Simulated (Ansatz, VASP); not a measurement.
## BiP: VASP beside Ansatz

Wanted: the spread between two codes on one cell, functional and k mesh. The cell is invented: As first built, before any earlier steps moved the atoms: it takes the AlP structure with some of its atoms replaced by other elements, volume scaled by an estimate. It may not be a known or stable phase. The cell comes out of the VASP series on this material, whose earlier steps may have relaxed, scaled or displaced it; both programs get it as it stands.

Program: Ansatz 0.2.0. Level of theory: plane waves, with VASP 6.6.1 beside it; band structure at PBEsol, band structure at PBE, spin-orbit coupling and band structure at r2SCAN, spin-orbit coupling. Results are calculated unless marked as measured.

### Step 1. The starting structure

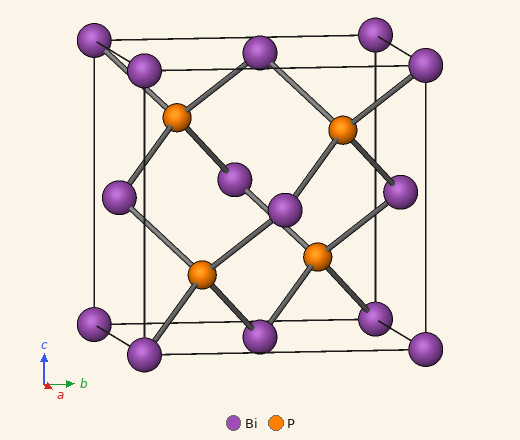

The starting structure, seen slightly off an axis (bismuth purple, phosphorus orange). This picture shows the conventional cell, with its axes. Bonds to atoms that aren't drawn are left out. Some periodic images of atoms are drawn too.

Coordinates:

```cif
data_structure
_symmetry_space_group_name_H-M 'F-43m'
_symmetry_Int_Tables_number 216
_cell_length_a 6.5003
_cell_length_b 6.5003
_cell_length_c 6.5003
_cell_angle_alpha 90.000
_cell_angle_beta 90.000
_cell_angle_gamma 90.000
_cell_volume 274.66
loop_
_atom_site_label
_atom_site_type_symbol
_atom_site_symmetry_multiplicity
_atom_site_Wyckoff_symbol
_atom_site_fract_x
_atom_site_fract_y
_atom_site_fract_z
_atom_site_occupancy
Bi1 Bi 4 a 0.00000 0.00000 0.00000 1
P1 P 4 d 0.25000 0.25000 0.75000 1
```

### Step 2. Ansatz: band structure, PBEsol

Ansatz runs on its default PAW (the set named soft_2) files.

Levels along a path test the potential and the projectors away from the mesh points.

input.yaml

```yaml
crystal:
  lattice:
    - [0.0, 3.2501367134, 3.2501367134]
    - [3.2501367134, 0.0, 3.2501367134]
    - [3.2501367134, 3.2501367134, 0.0]
  atoms:
    - { symbol: Bi, position: [0.0, 0.0, 0.0] }
    - { symbol: P, position: [0.25, 0.25, 0.25] }
hamiltonian:
  xc: pbesol
  pseudopotentials: { kind: paw }
kpoints:
  mp_grid: { grid: [4, 4, 4] }
  band_path:
    path:
      - [0.0, 0.0, 0.0]
      - [0.16667, 0.0, 0.16667]
      - [0.33333, 0.0, 0.33333]
      - [0.5, 0.0, 0.5]
      - [0.5, 0.08333, 0.58333]
      - [0.5, 0.18333, 0.68333]
      - [0.5, 0.25, 0.75]
      - [0.45, 0.3, 0.75]
      - [0.40833, 0.34167, 0.75]
      - [0.35, 0.35, 0.7]
      - [0.225, 0.225, 0.45]
      - [0.075, 0.075, 0.15]
      - [0.03333, 0.03333, 0.03333]
      - [0.23333, 0.23333, 0.23333]
      - [0.4, 0.4, 0.4]
      - [0.51667, 0.46667, 0.51667]
      - [0.55833, 0.38333, 0.55833]
      - [0.60833, 0.28333, 0.60833]
      - [0.60833, 0.25, 0.64167]
      - [0.55833, 0.25, 0.69167]
      - [0.51667, 0.25, 0.73333]
      - [0.5, 0.3, 0.7]
      - [0.5, 0.38333, 0.61667]
      - [0.5, 0.48333, 0.51667]
      - [0.475, 0.475, 0.55]
      - [0.425, 0.425, 0.65]
      - [0.38333, 0.38333, 0.73333]
      - [0.59167, 0.18333, 0.59167]
      - [0.55, 0.1, 0.55]
      - [0.5, 0.0, 0.5]
    npoints: 1
scf:
  occupations: { method: gaussian, width: 0.02 }
  n_extra_bands: 7
output:
  forces: true
  stress: true
  eigenvalues: true
```

Run with:

```sh
$ ansatz run input.yaml --threads 2 --pin off --max-ram 4608MiB --backend cpu --events-out ev --progress --plain --runs-dir out
```

Numbers of over 12 decimals in the logs are rounded to 6 here.

The program printed:

```text
scf.n_extra_bands = 7 over 10 filled bands (N_el = 20.0): the run solves 17 bands
Engine: ansatz 0.2.0, aarch64-unknown-linux-gnu
Pseudopotentials: kind: paw
Pseudopotential: Bi, paw, valence charge 15, recommended cutoff 420 eV (normal), Bi.paw.azcp
Pseudopotential: P, paw, valence charge 5, recommended cutoff 420 eV (normal), P.paw.azcp
Functional definition: PBEsol
  exchange = pbesol_x
  correlation = pbesol_c
Crystal: 2 atoms, lattice volume = 68.665 Å³
Basis set: ecut = 420 eV, 1363 PW (Γ), exchange–correlation on 64×64×64 points (8 copies of the dense FFT grid, shifted against one another)
Bands: 17, of which v1, the nominal top of the filled ones, is band 10 counted from 1 (9 counted from 0)
Symmetry: 24 space group operations
Space group: F-43m (ITA 216), of the structure as read, at distance tolerance 4.1e-5 Å
k-points: 8 of 64 (time reversal used)
Non-local potential: Bi, projectors of the file, l = 0: 2, l = 1: 2, l = 2: 2, l = 3: 2
Non-local potential: P, projectors of the file, l = 0: 2, l = 1: 2, l = 2: 2
PAW form: soft (Blöchl's): semilocal exchange-correlation on the pseudo side does not see the compensation charge
PAW frozen core: Bi, regenerated for the run's functional, and the local potential with it (the file was generated under x = pbe(κ = 0.804, μ = 0.219515), c = pbe(β = 0.066725))
PAW frozen core: P, regenerated for the run's functional, and the local potential with it (the file was generated under x = pbe(κ = 0.804, μ = 0.219515), c = pbe(β = 0.066725))
PAW one-centre angular grid: Bi, 590 points (default); XC on 64 Gauss nodes
PAW one-centre angular grid: P, 110 points (default); XC on 64 Gauss nodes
Initial density: superposition of atomic densities (neutral atoms: chi_scale 0, normalization atom), corrected by the library's trained network
Initial wavefunctions: pseudopotential atomic-orbital guess
Functional: x = pbesol(κ = 0.804, μ = 0.123457), c = pbesol(β = 0.046)
SCF iter   1: F=—  HF=-12981.329207 eV  |F-HF|=—  |Δ(HF+E_count)|=         —  Δρ=4.12e-3  dr2=2.85e-2  ethr=1.77e-3  ⟨swp⟩=7.5  Hψ=832  notcnv=0
preconditioner: auto → LDOS  [insulator: Δε(μ)=0.531 eV  Ē_g=10.768 eV  σ=0.020 eV  W_gap=0.50  n_scr=14 (ndim 8)  ℏωp=14.2 eV  f_vac=0.029  D(μ)=5.29/eV (n_scr^D=58)  ε∞_Penn≈2.7  β→1.0]
SCF iter   2: F=—  HF=-12981.320271 eV  |F-HF|=—  |Δ(HF+E_count)|=   8.94e-3  Δρ=1.65e-3  dr2=4.52e-3  ethr=1.43e-4  ⟨swp⟩=2.4  Hψ=256  notcnv=0  defer=19
SCF iter   3: F=—  HF=-12981.321023 eV  |F-HF|=—  |Δ(HF+E_count)|=   7.52e-4  Δρ=6.48e-4  dr2=4.56e-4  ethr=2.26e-5  ⟨swp⟩=2.5  Hψ=185  notcnv=0  defer=19
SCF iter   4: F=—  HF=-12981.321215 eV  |F-HF|=—  |Δ(HF+E_count)|=   1.92e-4  Δρ=3.49e-4  dr2=1.33e-4  ethr=2.28e-6  ⟨swp⟩=2.0  Hψ=214  notcnv=0  defer=19
SCF iter   5: F=—  HF=-12981.321225 eV  |F-HF|=—  |Δ(HF+E_count)|=   9.67e-6  Δρ=9.07e-5  dr2=6.53e-6  ethr=6.63e-7  ⟨swp⟩=2.0  Hψ=195  notcnv=0  defer=19
SCF iter   6: F=—  HF=-12981.321242 eV  |F-HF|=—  |Δ(HF+E_count)|=   1.75e-5  Δρ=1.92e-5  dr2=2.58e-7  ethr=3.27e-8  ⟨swp⟩=2.0  Hψ=198  notcnv=0  defer=19
SCF iter   7: F=-12981.321243 eV  HF=-12981.321243 eV  |F-HF|=8.04e-10  |Δ(HF+E_count)|=   5.73e-7  Δρ=2.86e-6  dr2=7.58e-9  ethr=5.00e-10  ⟨swp⟩=10.4  Hψ=723  notcnv=0
SCF 1 converged in 7 iterations: F = -12981.321243 eV  dr2 = 7.58e-9
  greatest PAW one-centre occupation: 0.988 electrons in one spin orbital (limit 2), on the Bi atom at site 0 (counted from 0), in its partial waves of l = 2
NSCF: frozen V_eff on 30 k-points
SCF converged after 7 iterations
Free energy (F): -12981.321243 eV
Harris-Foulkes:  -12981.321243 eV  (|F-HF|=8.04e-10)
Internal energy: -12981.320185 eV  (E = F + TS)
E sigma→0 (E₀):  -12981.320714 eV
Entropy (-TS):   -0.001058 eV (-0.529 meV/atom)
Fermi energy:    5.964216 eV
--- Per-component energies (eV) ---
  E_band       = -164.079303
  E_kinetic    = 368.122514
  E_local      = -1909.761265  (includes V_loc(G=0)·N_el)
  E_nonlocal   = 596.752449
  E_hartree    = 638.703001
  E_xc         = -209.178882
  E_vxc        = -201.982049  (∫ρ·V_xc dr)
  E_paw        = -11063.288082  (= ΣΔE_a)
  E_vpaw       = -294.617620  (= ΣTr[D̂ρ^β])
  E_aug_tail   = -0.000458  (compensation charges beyond the density's cutoff)
  E_ewald      = -1402.805310
  E_core_change = 0.135848  (= ΣΔE_core)
  E_smearing   = -0.001058  (= −TS)
  E_closure    = 0.000000  (closes the sum)
  Σ components = -12981.321243   (vs F -12981.321243, Δ=0.00e0)
--- Forces (eV/Å), atoms counted from 1 ---
  atom   1  Bi    -0.00000000    -0.00000000    -0.00000000
  atom   2  P      0.00000000     0.00000000     0.00000000
  max |Σ_I F_I| component: 7.40e-16 eV/Å
--- Stress (GPa, compression-positive) ---
       -2.768019      -0.000000      -0.000000
        0.000000      -2.768019       0.000000
       -0.000000       0.000000      -2.768019
  P = ⅓ Tr σ = -2.7680 GPa (-27.680 kbar)
--- Band table (eV; the first three rows and the last of 8) ---
  k-point 0: bands = [... 6 lower, -0.1511, 4.3202, 4.3202, 4.3202, 6.9557, 6.9557, 6.9557, 10.1591, ... 3 higher]
  k-point 1: bands = [... 6 lower, -1.4988, 3.8279, 3.8279, 3.9594, 7.6552, 7.6552, 8.0062, 11.8077, ... 3 higher]
  k-point 2: bands = [... 6 lower, -2.8834, 3.4832, 3.4832, 3.5439, 8.0297, 8.0297, 10.0305, 12.0764, ... 3 higher]
  k-point 7: bands = [... 6 lower, -3.8240, 2.1296, 2.2026, 6.4088, 7.5364, 8.4286, 9.6086, 11.9524, ... 3 higher]
```

The job ended after 1.8 s (2 threads of Arm Neoverse V2, shared host; peak memory 0.3 GiB).

Reading the cycles: dr2 is the Hartree energy of the density residual (eV), the measure of convergence; HF is the Harris–Foulkes estimate of the energy, which meets the free energy F at convergence.

### Step 3. VASP: band structure, PBEsol

The same cell, functional, mesh and smearing now go to VASP, with its own data sets and cutoff.

Lines of VASP's logs that name or quote its potential files are left out, and so is its time.

INCAR

```
SYSTEM = BiP
PREC = Accurate
ENCUT = 400
EDIFF = 1E-06
NELM = 100
ISMEAR = 0
SIGMA = 0.02
LREAL = .FALSE.
ALGO = Normal
GGA = PS
NBANDS = 22
LORBIT = 11
LWAVE = .FALSE.
LCHARG = .FALSE.
KPAR = 4
```

POSCAR

```
BiP
1.0
    0.0000000000      3.2501367134      3.2501367134
    3.2501367134      0.0000000000      3.2501367134
    3.2501367134      3.2501367134      0.0000000000
Bi P
1 1
Direct
    0.0000000000      0.0000000000      0.0000000000
    0.2500000000      0.2500000000      0.2500000000
```

KPOINTS

```
Automatic mesh
0
Gamma
4 4 4
0 0 0
```

KPOINTS_OPT

```
Line mode
16
Line-mode
Reciprocal
  0.00000000   0.00000000   0.00000000 GAMMA
  0.50000000   0.00000000   0.50000000 X

  0.50000000   0.00000000   0.50000000 X
  0.50000000   0.25000000   0.75000000 W

  0.50000000   0.25000000   0.75000000 W
  0.37500000   0.37500000   0.75000000 K

  0.37500000   0.37500000   0.75000000 K
  0.00000000   0.00000000   0.00000000 GAMMA

  0.00000000   0.00000000   0.00000000 GAMMA
  0.50000000   0.50000000   0.50000000 L

  0.50000000   0.50000000   0.50000000 L
  0.62500000   0.25000000   0.62500000 U

  0.62500000   0.25000000   0.62500000 U
  0.50000000   0.25000000   0.75000000 W

  0.50000000   0.25000000   0.75000000 W
  0.50000000   0.50000000   0.50000000 L

  0.50000000   0.50000000   0.50000000 L
  0.37500000   0.37500000   0.75000000 K

  0.62500000   0.25000000   0.62500000 U
  0.50000000   0.00000000   0.50000000 X
```

Potentials, in the order of the species: Bi_d and P (PBE family, release 64).

Run with:

```sh
$ mpirun -np 4 vasp_std
```

The program printed:

```text
[banner, memory and clock lines left out]
running    4 mpi-ranks, on    1 nodes
 distrk:  each k-point on    1 cores,    4 groups
 distr:  one band on    1 cores,    1 groups

 POSCAR found type information on POSCAR BiP
 POSCAR found :  2 types and       2 ions
|                                                                             |
|               ----> ADVICE to this user running VASP <----                  |
|                                                                             |
|     You enforced a specific xc type in the INCAR file but a different       |
|     [... a line on the potential file left out ...]
|     I HOPE YOU KNOW WHAT YOU ARE DOING!                                     |
|                                                                             |

 LDA part: xc-table for (Slater+PW92), standard interpolation
 POSCAR, INCAR and KPOINTS ok, starting setup
 FFT: planning ... GRIDC
 FFT: planning ... GRID_SOFT
 FFT: planning ... GRID
 WAVECAR not read
 entering main loop
       N       E                     dE             d eps       ncg     rms          rms(c)
DAV:   1     0.144241394191E+03    0.14424E+03   -0.80572E+03   360   0.710E+02
DAV:   2     0.202067459494E+01   -0.14222E+03   -0.13671E+03   396   0.240E+02
DAV:   3    -0.932888489157E+01   -0.11350E+02   -0.11293E+02   430   0.721E+01
DAV:   4    -0.960704221943E+01   -0.27816E+00   -0.27799E+00   432   0.126E+01
DAV:   5    -0.961838414006E+01   -0.11342E-01   -0.11341E-01   510   0.229E+00    0.321E+00
DAV:   6    -0.934350218649E+01    0.27488E+00   -0.10519E+00   574   0.405E+00    0.198E+00
DAV:   7    -0.934154562777E+01    0.19566E-02   -0.64004E-02   424   0.109E+00    0.114E+00
DAV:   8    -0.933802838344E+01    0.35172E-02   -0.11684E-02   442   0.593E-01    0.153E-01
DAV:   9    -0.933764741141E+01    0.38097E-03   -0.20782E-03   526   0.233E-01    0.935E-02
DAV:  10    -0.933773290084E+01   -0.85489E-04   -0.35980E-04   430   0.103E-01    0.522E-02
DAV:  11    -0.933770046498E+01    0.32436E-04   -0.11119E-04   484   0.654E-02    0.656E-03
DAV:  12    -0.933770151331E+01   -0.10483E-05   -0.95969E-06   430   0.155E-02    0.300E-03
DAV:  13    -0.933770157361E+01   -0.60303E-07   -0.25893E-07   328   0.260E-03
   1 F= -.93377016E+01 E0= -.93371726E+01  d E =-.105786E-02
 Start KPOINTS_OPT (optional k-point list driver)
k-point batch [1-8\160]
       N       E                     dE             ncg
DAV:   1    -0.278892159916E+03   -0.92921E+03      360
DAV:   2    -0.149198542913E+04   -0.12131E+04      400
DAV:   3    -0.159009322691E+04   -0.98108E+02      406
DAV:   4    -0.159264600193E+04   -0.25528E+01      456
DAV:   5    -0.159274843232E+04   -0.10243E+00      468
DAV:   6    -0.159275195183E+04   -0.35195E-02      496
DAV:   7    -0.159275203973E+04   -0.87901E-04      484
DAV:   8    -0.159275204257E+04   -0.28346E-05      360
DAV:   9    -0.159275204268E+04   -0.10815E-06      290
[...]
k-point batch [153-160\160]
       N       E                     dE             ncg
DAV:   1    -0.432728335755E+03   -0.49628E+04      352
DAV:   2    -0.155277871251E+04   -0.11201E+04      378
DAV:   3    -0.164475127515E+04   -0.91973E+02      428
DAV:   4    -0.164715826160E+04   -0.24070E+01      432
DAV:   5    -0.164725686990E+04   -0.98608E-01      524
DAV:   6    -0.164725974693E+04   -0.28770E-02      476
DAV:   7    -0.164725977793E+04   -0.31001E-04      524
DAV:   8    -0.164725977832E+04   -0.38879E-06      332
```

OUTCAR, selected parts (step 3):

```text
ion  position               nearest neighbor table
   1  0.000  0.000  0.000-   2 2.81   2 2.81   2 2.81   2 2.81
   2  0.250  0.250  0.250-   1 2.81   1 2.81   1 2.81   1 2.81

  LATTYP: Found a face centered cubic cell.
 ALAT       =     6.5002734268

 Subroutine GETGRP returns: Found 24 space group operations
 (whereof 24 operations were pure point group operations)

The static configuration has the point symmetry T_d .

 Found      8 irreducible k-points:

   k-points           NKPTS =      8   k-points in BZ     NKDIM =      8   number of bands    NBANDS=     22

   dimension x,y,z NGX =    30 NGY =   30 NGZ =   30
   dimension x,y,z NGXF=    60 NGYF=   60 NGZF=   60

   ENCUT  =  400.0 eV  29.40 Ry    5.42 a.u.   7.50  7.50  7.50*2*pi/ulx,y,z

   NELECT =      20.0000    total number of electrons

 k-points in reciprocal lattice and weights: Automatic mesh
   0.00000000  0.00000000  0.00000000       0.016
   0.25000000  0.00000000  0.00000000       0.125
   0.50000000  0.00000000  0.00000000       0.062
   0.25000000  0.25000000  0.00000000       0.094
   0.50000000  0.25000000  0.00000000       0.375
  -0.25000000  0.25000000  0.00000000       0.188
   0.50000000  0.50000000  0.00000000       0.047
  -0.25000000  0.50000000  0.25000000       0.094

 average (electrostatic) potential at core
       1-106.8285       2 -84.5455

 E-fermi :   3.9380

 k-point     1 :       0.0000    0.0000    0.0000
  band No.  band energies     occupation
    ...
      6      -8.8969      2.00000
      7      -2.1852      2.00000
      8       2.2955      2.00000
      9       2.2955      2.00000
     10       2.2955      2.00000
     11       4.9296      0.00000
     12       4.9296      0.00000
     13       4.9296      0.00000
     14       8.1291      0.00000
     15      11.3541      0.00000
    ...

 k-point     2 :       0.2500    0.0000    0.0000
  band No.  band energies     occupation
    ...
      6      -8.4409      2.00000
      7      -3.5309      2.00000
      8       1.8025      2.00000
      9       1.8025      2.00000
     10       1.9315      2.00000
     11       5.6299      0.00000
     12       5.6299      0.00000
     13       5.9815      0.00000
     14       9.7810      0.00000
     15      10.5784      0.00000
    ...

 k-point     3 :       0.5000    0.0000    0.0000
  band No.  band energies     occupation
    ...
      6      -7.7337      2.00000
      7      -4.9134      2.00000
      8       1.4575      2.00000
      9       1.4575      2.00000
     10       1.5149      2.00000
     11       6.0051      0.00000
     12       6.0051      0.00000
     13       8.0059      0.00000
     14      10.0513      0.00000
     15      11.3709      0.00000
    ...

  Total       -1.1972876     -1.1972876     -1.1972876      0.0000000     -0.0000000     -0.0000000
  in kB      -27.9366406    -27.9366406    -27.9366406      0.0000000     -0.0000000     -0.0000000
  external PRESSURE =     -27.9366406 kB  Pullay stress =       0.0000000 kB

  energy-cutoff  :      400.00
  volume of cell :       68.66
      direct lattice vectors                 reciprocal lattice vectors
     0.000000000  3.250136713  3.250136713    -0.153839682  0.153839682  0.153839682
     3.250136713  0.000000000  3.250136713     0.153839682 -0.153839682  0.153839682
     3.250136713  3.250136713  0.000000000     0.153839682  0.153839682 -0.153839682

 POSITION                                       TOTAL-FORCE (eV/Angst)
 -----------------------------------------------------------------------------------
      0.00000      0.00000      0.00000         0.000000      0.000000      0.000000
      1.62507      1.62507      1.62507        -0.000000     -0.000000     -0.000000
 -----------------------------------------------------------------------------------
    total drift:                                0.000000      0.000000      0.000000

  FREE ENERGIE OF THE ION-ELECTRON SYSTEM (eV)
  ---------------------------------------------------
  free  energy   TOTEN  =        -9.3377015736 eV

  energy  without entropy=       -9.3366437181  energy(sigma->0) =       -9.33717265

 total charge
# of ion       s       p       d       tot
------------------------------------------
    1        1.572   1.198   9.933  12.702
    2        1.113   1.295   0.000   2.408
--------------------------------------------------
tot          2.685   2.493   9.933  15.111

[... 3 further parts left out ...]
```

The run ends at a pressure of -2.79 GPa.

### Step 4. Side by side

Known differences besides the PAW data sets themselves: the cutoff is 420 eV in Ansatz and 400 eV in VASP; Ansatz makes its cores anew for this functional, VASP keeps those of its PBE data sets; VASP leaves aspherical gradient terms in its spheres out (LASPH is not set), Ansatz keeps them. Total energies have different zeros and are not compared.

Compared:

```csv
quantity,Ansatz,VASP,difference
pressure (GPa),-2.77,-2.79,+0.03
```

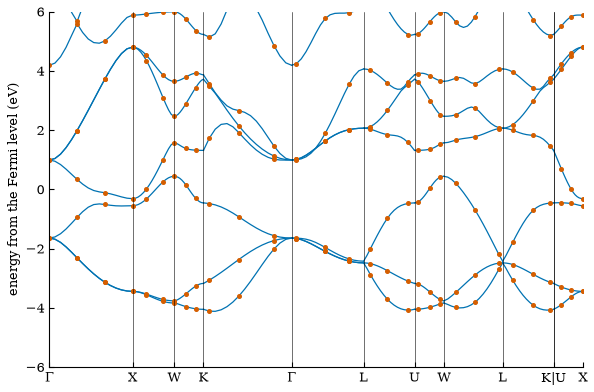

Bands from VASP (lines) and levels from Ansatz (dots). Dots without a line are higher empty bands that the VASP plot leaves out.

Levels from 3 eV below to 2 eV above the Fermi level differ by 1 meV r.m.s. and 3 meV at most; each VASP level is matched to the nearest of Ansatz, which flatters the figure a little. Ansatz's pressure holds a Pulay correction of 0.02 GPa; VASP's holds none.

(Continued in part 2 of 2.)

[Lines on the potential files, build, host, timing and source positions are cut from VASP's logs without a mark.]

[Logs are printed without paths, hosts, clocks, repeated set-up lines and the standing remarks that a program may print on its own settings, such as how far it seeks lower states.]

[Hosts, paths, dates, database ids (printed as entryN), source tags and the programs' standing remarks are cut or masked in the printed files.]
